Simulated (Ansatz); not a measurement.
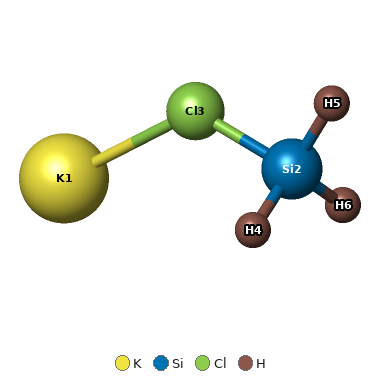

The system is ClH₃KSi, charge +1; the picture shows the reference structure. First axis: separation of Cl3 and K1 along their line in the relaxed pair. Second axis: sideways slip of K1. Nothing is relaxed (both partners rigid). The scan uses a 9 × 9 grid. Points are written as (first, second). Energies are in kJ/mol, from the lowest grid point. Computed with RKS PBE0-D4/def2-SVPD (Ansatz 0.2.0).

Its coordinates:

```yaml
atoms:
  - { symbol: K, position_ang: [-0.4439, -1.4618, -3.4882] }
  - { symbol: Si, position_ang: [0.2052, 0.3490, 0.8464] }
  - { symbol: Cl, position_ang: [-1.0729, -0.2589, -0.7580] }
  - { symbol: H, position_ang: [0.9921, -0.8578, 1.1971] }
  - { symbol: H, position_ang: [-0.7204, 0.7894, 1.9139] }
  - { symbol: H, position_ang: [1.0398, 1.4400, 0.2887] }
```

Range: separation of Cl3 and K1 along their line in the relaxed pair from 2.561 to 5.161 Å; sideways slip of K1 from −3.00 to 3.00 Å.

Predict the map.

Answer. The lowest grid point is at (2.935 Å, −0.75 Å). The highest grid point, (5.161 Å, 3.00 Å), lies 41.4 kJ/mol above the lowest.

```tsv
second ↓, first →	2.561	2.703	2.935	3.220	3.546	3.908	4.299	4.718	5.161
3.00	19.4	20.5	23.0	26.2	29.8	33.3	36.5	39.2	41.4
2.25	13.0	13.0	11.9	14.9	20.1	25.6	30.7	34.9	38.2
1.50	6.0	4.3	5.1	7.2	11.0	18.1	24.9	30.7	35.2
0.75	19.5	7.0	0.4	2.4	6.2	12.8	20.8	27.6	32.9
0.00	32.1	12.3	0.3	0.7	5.2	11.1	19.2	26.3	31.9
−0.75	14.9	4.7	0.0	2.7	6.8	13.1	20.5	27.0	32.2
−1.50	1.5	1.5	3.9	7.1	11.3	17.7	23.9	29.2	33.5
−2.25	6.5	7.7	9.6	13.4	18.4	23.5	28.1	32.1	35.4
−3.00	14.1	15.8	18.6	22.0	25.6	29.1	32.2	35.0	37.4
```

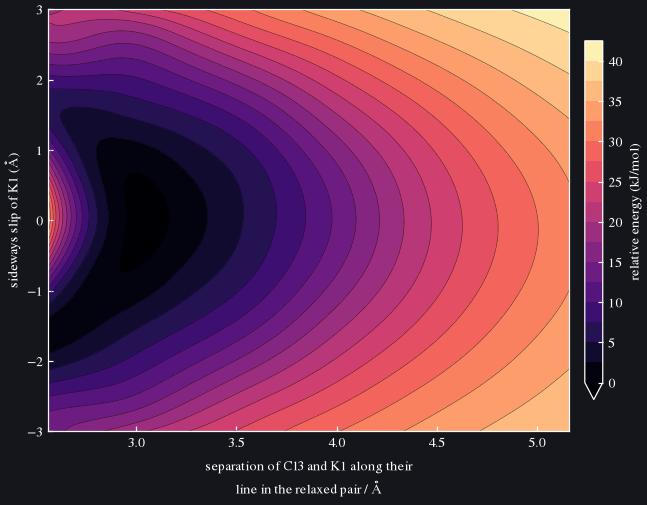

The picture shows filled contours. Between grid points the surface is interpolated.

The whole map (81 points run) took 7.7 min on 1 thread of Arm Neoverse V1, on a shared host.
